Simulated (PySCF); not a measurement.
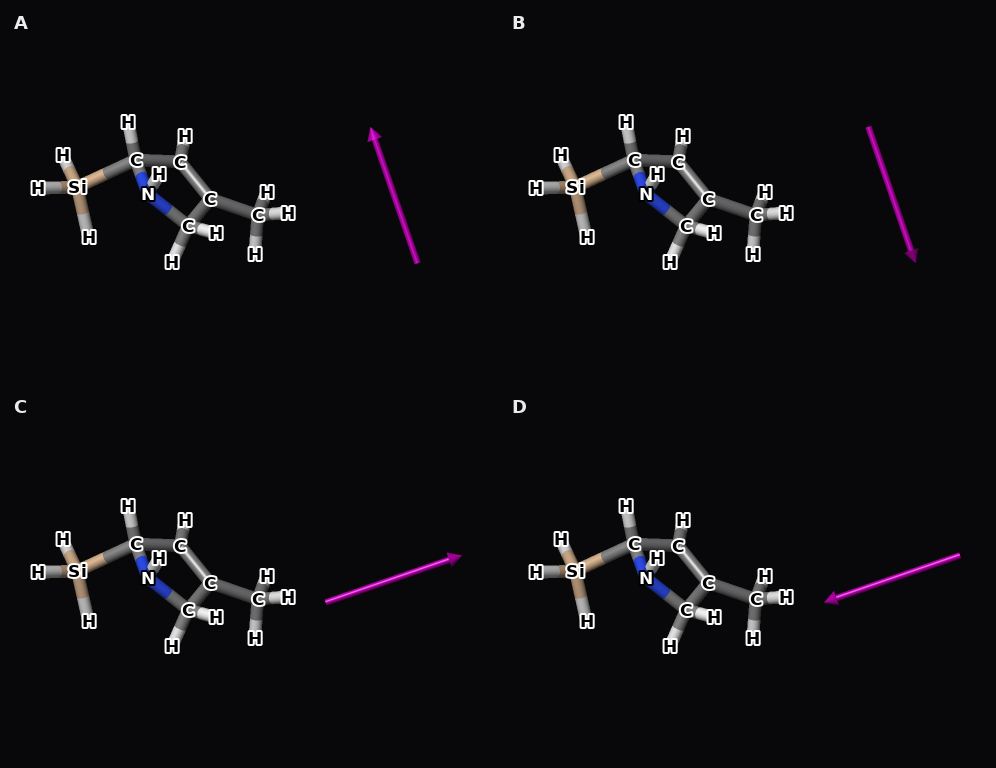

The same molecule four times, each with an arrow. Computed geometry: GFN2-xTB optimisation. No frequency run is at hand to confirm it as a minimum. Method: B3LYP/def2-SVPD, gas phase (PySCF 2.14.0).

Which arrow points along the dipole moment, from the negative to the positive end?

C. The dipole moment is 1.86 D.

The geometry is semi-empirical. Around Si such bond lengths and angles can be off by a tenth of an ångström or more and by several degrees, and values that hang on the shape move with them.
